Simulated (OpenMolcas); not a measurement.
# singlet GaCl2O−: levels of theory compared

Wanted: a comparison of 6 runs (HF/aug-cc-pVDZ, B2PLYP/aug-cc-pVDZ, B3LYP/aug-cc-pVDZ, M06-2X/aug-cc-pVDZ, M06-L/aug-cc-pVDZ, MP2/aug-cc-pVDZ) of singlet GaCl2O−. 

The calculation is run with OpenMolcas 26.06.

1 further run of the same task is left out (it didn't finish).

### 1 The structure to begin with

GaCl2O− has 4 atoms, charge -1, and is taken as a singlet. As SMILES of the parent species, `[O][Ga]([Cl])[Cl]`. The coordinates come from a PBE0-D4/def2-TZVP relaxation. That shape belongs to the parent species and isn't relaxed for this state.

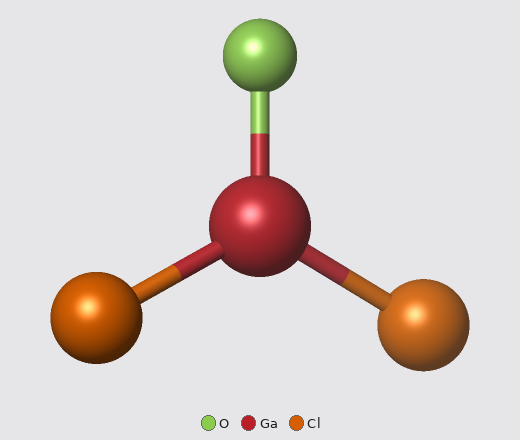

The structure, seen from a chosen angle (oxygen green, gallium red, chlorine orange).

### 2 A single-point energy at HF/aug-cc-pVDZ (run 1)

Contents of calc.inp:

```
* Cl2GaO Hartree-Fock
&GATEWAY
BasLib
$CurrDir
Coord
4
bohr
O      1.41030261     1.99498387     2.47950965
Ga     0.06765220     0.03193637     0.06462863
Cl     1.43694775    -3.69044615    -0.34185146
Cl    -2.80964480     1.54919748    -2.24064827
Basis
aug-cc-pVDZ
Group
NoSym
&SEWARD
&SCF
Charge
-1
Thresholds
1e-10 1e-07 1e-07 1e-05
PrOrbitals
1
```

The basis set aug-cc-pVDZ is read from a file made from the Basis Set Exchange's data (not shown).

Command:

```bash
$ export MOLCAS_MEM=1860
$ pymolcas calc.inp > calc.log
```

The program printed:

```text
--- Start Module: gateway ---
[...]
--- Stop Module: gateway /rc=_RC_ALL_IS_WELL_ ---
--- Start Module: seward ---
[...]
      Basis functions          113
--- Stop Module: seward /rc=_RC_ALL_IS_WELL_ ---
[...]
--- Start Module: scf ---
[...]
       Convergence after  19 Iterations
[...]
::    Total SCF energy                              -2917.2390065437
[...]
      Total spin, S                                     0.0000000000
[...]
      Total electronic charge=   74.000000
      Total            charge=   -1.000000
[...]
      Dipole Moment (debye):
      Origin of the operator (angstrom)=   -0.0710   -0.1393   -0.1578
                   X= -2.3854E+00               Y= -3.4869E+00               Z= -4.2903E+00           Total=  6.0212E+00
      Center of Charge (angstrom)
[...]
--- Stop Module: scf /rc=_RC_ALL_IS_WELL_ ---
[...]
```

It took 19 s on 1 thread of Intel Xeon 6975P-C (Granite Rapids), shared host; peak memory 0.68 GiB.

### 3 A single-point energy at B2PLYP/aug-cc-pVDZ (run 2)

Contents of calc.inp:

```
* Cl2GaO Kohn-Sham DFT

&GATEWAY
 BasLib=$CurrDir
 Coord
 4
 angstrom
 O        0.746300       1.055700       1.312100
 Ga       0.035800       0.016900       0.034200
 Cl       0.760400      -1.952900      -0.180900
 Cl      -1.486800       0.819800      -1.185700
 Basis=aug-cc-pVDZ
 Group=NoSym

&SEWARD
 GridInput
 Grid=UltraFine
 End of Grid

&SCF
 Charge=-1
 KSDFT=B2PLYP_SCF
 Thresholds=1e-10 1e-07 1e-07 1e-05
 PrOrbitals=1 1

&MBPT2
 Frozen=20
```

The basis set aug-cc-pVDZ is read from a file made from the Basis Set Exchange's data (not shown).

Command:

```bash
$ export MOLCAS_MEM=1860
$ pymolcas calc.inp > calc.log
```

The program printed:

```text
--- Start Module: gateway ---
[...]
--- Stop Module: gateway /rc=_RC_ALL_IS_WELL_ ---
[...]
      Basis functions          113
[...]
--- Start Module: scf ---
[...]
       Convergence after  19 Iterations
[...]
::    Total KS-DFT energy                           -2919.6900753064
[...]
      Total spin, S                                     0.0000000000
[...]
      Total electronic charge=   74.000000
      Total            charge=   -1.000000
[...]
      Dipole Moment (debye):
      Origin of the operator (angstrom)=   -0.0710   -0.1393   -0.1578
                   X= -2.1637E+00               Y= -3.1627E+00               Z= -3.8914E+00           Total=  5.4614E+00
      Center of Charge (angstrom)
[...]
--- Stop Module: scf /rc=_RC_ALL_IS_WELL_ ---
[...]
--- Start Module: mbpt2 ---
[...]
 ###    WARNING: MP2 implementation intended for RHF references only         ###
 ###############################################################################
MBPT2 WARNING: Reference function according to RunFile:KS-DFT
I'll assume you know what you're doing and continue
WARNING!
Default frozen orbitals as non valence orbitals is overwritten by user input.
Default values:  25
[...]
       Reference weight ( Cref**2 )         =        0.70458
::    Total MBPT2 energy                            -2920.4663719250
[...]
      Total MBPT2 calculations                           0.73      0.83
--- Stop Module: mbpt2 /rc=_RC_ALL_IS_WELL_ ---
[...]
```

Run time: 39 s. Hardware: 1 thread of Intel Xeon 6975P-C (Granite Rapids), shared host; peak memory 0.68 GiB.

Runs 3 to 4 aren't shown in full; the table further down has their settings and results.

### 4 A single-point energy at M06-L/aug-cc-pVDZ (run 5)

Contents of test.inp:

```
&GATEWAY
 BasLib=$CurrDir
 Coord
 4
 angstrom
 O        0.746300       1.055700       1.312100
 Ga       0.035800       0.016900       0.034200
 Cl       0.760400      -1.952900      -0.180900
 Cl      -1.486800       0.819800      -1.185700
 Basis=aug-cc-pVDZ
 Group=NoSym

&SEWARD
 GridInput
 Grid=UltraFine
 End of Grid

&SCF
 Charge=-1
 KSDFT=M06L
 Thresholds=1e-10 1e-07 1e-07 1e-05
 PrOrbitals=1 2
```

The basis set aug-cc-pVDZ is read from a file made from the Basis Set Exchange's data (not shown).

Command:

```bash
$ export MOLCAS_MEM=1860
$ pymolcas test.inp > test.log
```

The program printed:

```text
--- Start Module: gateway ---
[...]
--- Stop Module: gateway /rc=_RC_ALL_IS_WELL_ ---
--- Start Module: seward ---
[...]
      Basis functions          113
--- Stop Module: seward /rc=_RC_ALL_IS_WELL_ ---
[...]
--- Start Module: scf ---
[...]
       Convergence after  22 Iterations
[...]
::    Total KS-DFT energy                           -2920.5666216741
[...]
      Total spin, S                                     0.0000000000
[...]
      Total electronic charge=   74.000000
      Total            charge=   -1.000000
[...]
      Dipole Moment (debye):
      Origin of the operator (angstrom)=   -0.0710   -0.1393   -0.1578
                   X= -1.8231E+00               Y= -2.6648E+00               Z= -3.2789E+00           Total=  4.6018E+00
      Center of Charge (angstrom)
[...]
--- Stop Module: scf /rc=_RC_ALL_IS_WELL_ ---
[...]
```

Wall time 53 s (1 thread of Intel Xeon 6975P-C (Granite Rapids), shared host); peak memory 0.68 GiB.

### 5 A single-point energy at MP2/aug-cc-pVDZ (run 6)

Contents of run.input:

```
* Cl2GaO MP2
&GATEWAY
BasLib
$CurrDir
Coord
4
angstrom
O        0.746300       1.055700       1.312100
Ga       0.035800       0.016900       0.034200
Cl       0.760400      -1.952900      -0.180900
Cl      -1.486800       0.819800      -1.185700
Basis
aug-cc-pVDZ
Group
NoSym
&SEWARD
&SCF
Charge
-1
Thresholds
1e-10 1e-07 1e-07 1e-05
PrOrbitals
0
&MBPT2
Frozen
20
```

The basis set aug-cc-pVDZ is read from a file made from the Basis Set Exchange's data (not shown).

Command:

```bash
$ export MOLCAS_MEM=1860
$ pymolcas run.input > run.log
```

The program printed:

```text
--- Start Module: gateway ---
[...]
--- Stop Module: gateway /rc=_RC_ALL_IS_WELL_ ---
[...]
      Basis functions          113
[...]
--- Start Module: scf ---
[...]
       Convergence after  19 Iterations
[...]
::    Total SCF energy                              -2917.2390065439
[...]
      Total spin, S                                     0.0000000000
[...]
      Total electronic charge=   74.000000
      Total            charge=   -1.000000
[...]
      Dipole Moment (debye):
      Origin of the operator (angstrom)=   -0.0710   -0.1393   -0.1578
                   X= -2.3854E+00               Y= -3.4869E+00               Z= -4.2903E+00           Total=  6.0212E+00
      Center of Charge (angstrom)
[...]
--- Stop Module: scf /rc=_RC_ALL_IS_WELL_ ---
[...]
--- Start Module: mbpt2 ---
[...]
WARNING!
Default frozen orbitals as non valence orbitals is overwritten by user input.
Default values:  25
[...]
       Reference weight ( Cref**2 )         =        0.80266
::    Total MBPT2 energy                            -2917.8512654408
[...]
      Total MBPT2 calculations                           0.78      0.91
--- Stop Module: mbpt2 /rc=_RC_ALL_IS_WELL_ ---
[...]
```

Run time: 21 s. Hardware: 1 thread of Intel Xeon 6975P-C (Granite Rapids), shared host; peak memory 0.68 GiB.

### 6 The series

| run | level | frozen core orbitals | integration grid | energy (Eh) | HOMO energy (eV) | LUMO energy (eV) | HOMO–LUMO gap (eV) | wall time |
| --- | --- | --- | --- | --- | --- | --- | --- | --- |
| 1 | HF/aug-cc-pVDZ | – | – | -2917.239007 | -4.73 | 3.71 | 8.44 | 19 s |
| 2 | B2PLYP/aug-cc-pVDZ | 20 | UltraFine | -2919.899675 | -2.71 | 3.22 | 5.92 | 39 s |
| 3 | B3LYP/aug-cc-pVDZ | – | UltraFine | -2920.715155 | -1.17 | 2.55 | 3.72 | 44 s |
| 4 | M06-2X/aug-cc-pVDZ | – | UltraFine | -2920.577802 | -2.81 | 2.80 | 5.61 | 49 s |
| 5 | M06-L/aug-cc-pVDZ | – | UltraFine | -2920.566622 | 0.12 | 2.65 | 2.53 | 53 s |
| 6 | MP2/aug-cc-pVDZ | 20 | – | -2917.851265 | -4.73 | 3.71 | 8.44 | 21 s |

### 7 Outcome

| quantity | value |
| --- | --- |
| run 6: total energy | -2917.85127 Eh |
| run 6: HOMO energy (Hartree–Fock orbitals) | -4.73 eV |
| run 6: LUMO energy (Hartree–Fock orbitals) | 3.71 eV |
| run 6: HOMO–LUMO gap (to an unbound level, set by the basis) | 8.44 eV |
| run 6: correlation energy (20 core orbitals frozen) | -612.3 mEh |

Over runs 1, 2, 3, 4, 5 the HOMO–LUMO gap runs from 2.53 eV (M06-L/aug-cc-pVDZ) to 8.44 eV (HF/aug-cc-pVDZ). Exact exchange widens orbital gaps. The empty levels of an anion lie above zero and hang on the basis. For B2PLYP the log adds the whole second-order term; the table takes 0.27 of it, as the functional is defined. Totals of different functionals can't be ranked against each other. In run 5 the HOMO lies above zero, so the outermost electron may be held by the basis alone. All runs together took 3.8 min, the longest 53 s.
